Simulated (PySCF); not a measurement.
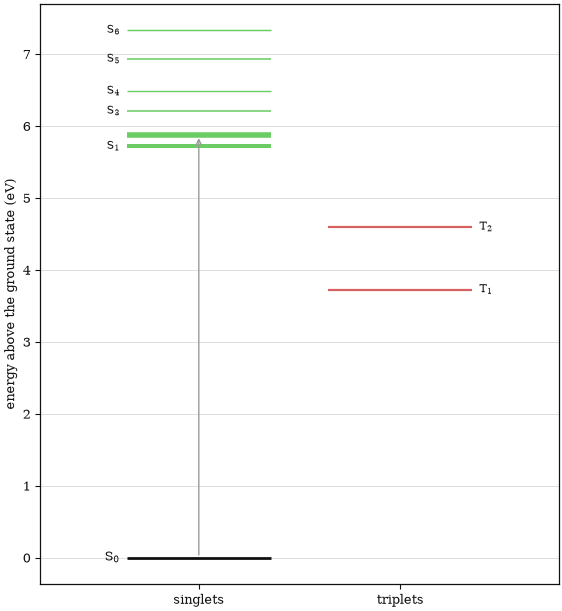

State diagram of C₅H₄F₂S, SMILES FC(F)c1ccsc1. Vertical TDDFT excitations, PBE0/def2-SVPD in PySCF 2.14.0, at a GFN2-xTB geometry (no frequency check), gas phase. Triplets in the Tamm-Dancoff approximation; only the lowest 6 singlets and 2 triplets were computed. Thicker singlet lines are brighter; the arrow marks the brightest.

> What is the vertical gap between S1 and T1?

1.99 eV: S1 at 5.72 eV, T1 at 3.72 eV.

> What character does the calculation give T1?

Mainly HOMO → LUMO (96 %).

> How many of the triplet levels drawn lie below S1?

2 of 2 (T1 3.72 eV, T2 4.59 eV; S1 5.72 eV).

Caveats: the tight-binding geometry is rougher than a DFT one and adds to the error; one conformer of a flexible molecule; core orbitals are frozen in the response.
